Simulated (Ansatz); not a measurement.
**CH5AlBCl: basis-set convergence**

How large a basis does CH5AlBCl need? Two functionals are run in growing sets.

Computed with Ansatz 0.2.0, Gaussian basis. Level: one geometry, several basis sets.

Levels to be run: PBE0-D4/def2-SVP; ωB97M-V/def2-SVP; PBE0-D4/def2-QZVPP; ωB97M-V/def2-QZVPP; the functionals' def2-TZVPP values are taken from earlier runs.

**1. Structure used throughout**

All runs share one geometry, relaxed beforehand with PBE0-D4 in a triple-zeta def2 set.

SMILES `[AlH2][BH]CCl`, 9 atoms, charge 0, spin multiplicity 1.

Atoms are counted from 1 here; the program's logs count them from 0.

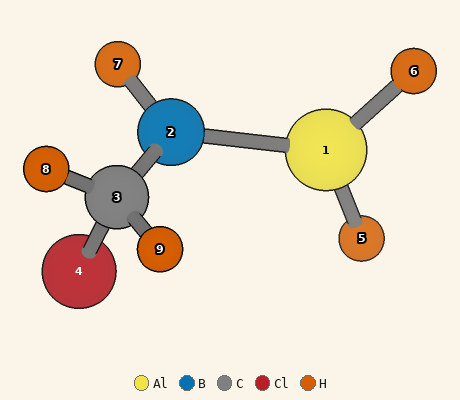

The geometry (aluminium yellow, boron blue, carbon grey, chlorine red, hydrogen orange); atoms are numbered from 1 in the order of the file.

**2. PBE0-D4 in def2-SVP**

File in.yaml:

```yaml
crystal:
  periodic: [false, false, false]
  atoms:
    - {symbol: Al, position_ang: [-0.578628, 1.700319, -0.363978]}
    - {symbol: B, position_ang: [-0.312112, -0.213431, 0.505338]}
    - {symbol: C, position_ang: [0.887811, -1.185568, 0.243605]}
    - {symbol: Cl, position_ang: [-0.303071, -1.795692, -0.995780]}
    - {symbol: H, position_ang: [-1.140598, 1.919185, -1.840053]}
    - {symbol: H, position_ang: [-0.240750, 3.017121, 0.474519]}
    - {symbol: H, position_ang: [-1.093518, -0.614882, 1.324531]}
    - {symbol: H, position_ang: [1.093009, -2.002468, 0.931004]}
    - {symbol: H, position_ang: [1.776357, -0.870884, -0.296287]}
basis:
  gaussian: {orbitals: def2-SVP}
hamiltonian: {xc: pbe0, dispersion: d4}
output: {orbitals: {seedname: orbitals}}
```

Started as:

```bash
ansatz run in.yaml --threads 2 --pin off --events-out ev --progress --plain --max-ram 4352MiB
```

Standard output:

```text
Functional definition: PBE0
  name "PBE0"
  cite "Adamo & Barone, J. Chem. Phys. 110, 6158 (1999) doi:10.1063/1.478522"
  cite "Perdew, Burke & Ernzerhof, Phys. Rev. Lett. 77, 3865 (1996) doi:10.1103/PhysRevLett.77.3865"
  parent pbe
  parameter a = 0.25
  parameter kappa = 0.804
  parameter beta = 0.06672455060314922
  exchange = (1 - a)*pbe_x(kappa = kappa, mu = beta*pi^2/3) + a*exact_x
  correlation = pbe_c(beta = beta)
867 factors; integrals over basis functions are off by at most 1.1e-3 eV
mean field evaluation 1: about -20891.8756 eV, gradient 3.7e1 eV
mean field evaluation 2: about -20889.7303 eV, gradient 4.6e1 eV
mean field evaluation 4: about -20895.7783 eV, gradient 1.1e0 eV
mean field evaluation 8: about -20895.9298 eV, gradient 1.1e-1 eV
mean field evaluation 16: about -20895.9299 eV, gradient 5.4e-6 eV
mean field -20895.92987022 eV, -767.9112589608 hartree, gradient 6.1e-6 eV, S^2 0.000000; 0 other end points of the search recorded, 0 dependent functions left out
reference -20895.92990097 eV, -767.9112600907 hartree; 23, 23 occupied and 66, 66 virtual orbitals, 867 factors
Total energy: -20896.08559339 eV, -767.9169816815 hartree
```

It took 1.6 s on 2 threads of Arm Neoverse V1, shared host.

**3. ωB97M-V in def2-SVP**

in.yaml: that of step 2 with these lines changed.

```diff
@@ -14,3 +14,3 @@
   gaussian: {orbitals: def2-SVP}
-hamiltonian: {xc: pbe0, dispersion: d4}
+hamiltonian: {xc: {name: wB97M-V}}
 output: {orbitals: {seedname: orbitals}}
```

Launched as before.

Standard output, shortened:

```text
Functional definition: wB97M-V
  name "wB97M-V"
  cite "Mardirossian & Head-Gordon, J. Chem. Phys. 144, 214110 (2016) doi:10.1063/1.4952647"
  cite "Becke, J. Chem. Phys. 107, 8554 (1997) doi:10.1063/1.475007"
  cite "Vydrov & Van Voorhis, J. Chem. Phys. 133, 244103 (2010) doi:10.1063/1.3521275"
  # Of w^i u^j: cxij and so on, Table III.
[...]
  gx(w, u) = 1 - cx + cx01*u + cx10*w
  gss(w, u) = css00 + css04*u^4 + css10*w + css20*w^2 + css43*w^4*u^3
  gos(w, u) = cos00 + cos10*w + (cos20 + cos21*u)*w^2 + (cos60 + cos61*u)*w^6
[...]
      + integral(e_c_pw_mod_opposite_spin*gos(b97_w_opposite, b97_u_opposite)) + vv10(b, c)
867 factors; integrals over basis functions are off by at most 1.1e-3 eV
274 factors; integrals over basis functions are off by at most 1.1e-5 eV
[...]
mean field -20903.20863413 eV, -768.1787486005 hartree, gradient 2.0e-5 eV, S^2 0.000000; 0 other end points of the search recorded, 0 dependent functions left out
reference -20903.20868203 eV, -768.1787503607 hartree; 23, 23 occupied and 66, 66 virtual orbitals, 867 factors
Total energy: -20903.20868203 eV, -768.1787503607 hartree
```

It took 7.5 s on 2 threads of Arm Neoverse V1, shared host.

**4. PBE0-D4 in def2-QZVPP**

in.yaml: that of step 3 with these lines changed.

```diff
@@ -13,4 +13,4 @@
 basis:
-  gaussian: {orbitals: def2-SVP}
-hamiltonian: {xc: {name: wB97M-V}}
+  gaussian: {orbitals: "def2-QZVPP.json"}
+hamiltonian: {xc: pbe0, dispersion: d4}
 output: {orbitals: {seedname: orbitals}}
```

Launched as before.

Standard output:

```text
Functional definition: PBE0
  name "PBE0"
  cite "Adamo & Barone, J. Chem. Phys. 110, 6158 (1999) doi:10.1063/1.478522"
  cite "Perdew, Burke & Ernzerhof, Phys. Rev. Lett. 77, 3865 (1996) doi:10.1103/PhysRevLett.77.3865"
  parent pbe
  parameter a = 0.25
  parameter kappa = 0.804
  parameter beta = 0.06672455060314922
  exchange = (1 - a)*pbe_x(kappa = kappa, mu = beta*pi^2/3) + a*exact_x
  correlation = pbe_c(beta = beta)
1457 factors; their error is unknown
mean field evaluation 1: about -20898.4631 eV, gradient 5.1e1 eV
mean field evaluation 2: about -20891.9181 eV, gradient 7.0e1 eV
mean field evaluation 4: about -20905.1692 eV, gradient 2.0e0 eV
mean field evaluation 8: about -20905.1761 eV, gradient 2.5e-2 eV
mean field evaluation 16: about -20905.1936 eV, gradient 1.0e-5 eV
mean field -20905.19355313 eV, -768.2516930285 hartree, gradient 1.0e-5 eV, S^2 0.000000; 0 other end points of the search recorded, 0 dependent functions left out
reference -20905.19359899 eV, -768.2516947137 hartree; 23, 23 occupied and 381, 381 virtual orbitals, 1457 factors
Total energy: -20905.34929141 eV, -768.2574163046 hartree
```

Wall time 13 s (2 threads of Arm Neoverse V1, shared host); peak memory 1.1 GiB.

**5. ωB97M-V in def2-QZVPP**

in.yaml: that of step 4 with these lines changed.

```diff
@@ -14,3 +14,3 @@
   gaussian: {orbitals: "def2-QZVPP.json"}
-hamiltonian: {xc: pbe0, dispersion: d4}
+hamiltonian: {xc: {name: wB97M-V}}
 output: {orbitals: {seedname: orbitals}}
```

The command is unchanged.

Standard output, shortened:

```text
Functional definition: wB97M-V
  name "wB97M-V"
  cite "Mardirossian & Head-Gordon, J. Chem. Phys. 144, 214110 (2016) doi:10.1063/1.4952647"
  cite "Becke, J. Chem. Phys. 107, 8554 (1997) doi:10.1063/1.475007"
  cite "Vydrov & Van Voorhis, J. Chem. Phys. 133, 244103 (2010) doi:10.1063/1.3521275"
  # Of w^i u^j: cxij and so on, Table III.
[...]
  gx(w, u) = 1 - cx + cx01*u + cx10*w
  gss(w, u) = css00 + css04*u^4 + css10*w + css20*w^2 + css43*w^4*u^3
  gos(w, u) = cos00 + cos10*w + (cos20 + cos21*u)*w^2 + (cos60 + cos61*u)*w^6
[...]
      + integral(e_c_pw_mod_opposite_spin*gos(b97_w_opposite, b97_u_opposite)) + vv10(b, c)
1398 factors; their error is unknown
362 factors; integrals over basis functions are off by at most 1.6e-5 eV
[...]
mean field -20912.52609330 eV, -768.5211589096 hartree, gradient 4.1e-5 eV, S^2 0.000000; 0 other end points of the search recorded, 0 dependent functions left out
reference -20912.52616662 eV, -768.5211616038 hartree; 23, 23 occupied and 381, 381 virtual orbitals, 1398 factors
Total energy: -20912.52616662 eV, -768.5211616038 hartree
```

It took 31 s on 2 threads of Arm Neoverse V1, shared host; peak memory 1.4 GiB.

**6. Functionals by basis**

The def2-TZVPP values come from earlier runs at the same geometry.

```csv
functional,basis,functions,energy (eV),from the largest (eV),HOMO (eV),LUMO (eV)
PBE0-D4,def2-SVP,89,-20896.0856,9.264,-7.10,-1.45
PBE0-D4,def2-TZVPP,216,-20904.6736,0.676,-7.13,-1.52
PBE0-D4,def2-QZVPP,404,-20905.3493,0.000,-7.14,-1.56
ωB97M-V,def2-SVP,89,-20903.2087,9.317,-9.18,0.23
ωB97M-V,def2-TZVPP,216,-20911.8761,0.650,-9.26,0.07
ωB97M-V,def2-QZVPP,404,-20912.5262,0.000,-9.27,-0.11
```

**7. Outcome**

```
                                       quantity          value
PBE0-D4: double and triple zeta above quadruple  9.26, 0.68 eV
ωB97M-V: double and triple zeta above quadruple  9.32, 0.65 eV
```

In words: For PBE0-D4 the step from double to triple zeta gains 8.59 eV and the next only 0.68 eV. These are total energies; as a rule much of such shifts cancels in differences, which this series doesn't test.

For PBE0-D4 the largest set took about 8 times as long as the smallest (13 s against 1.6 s).
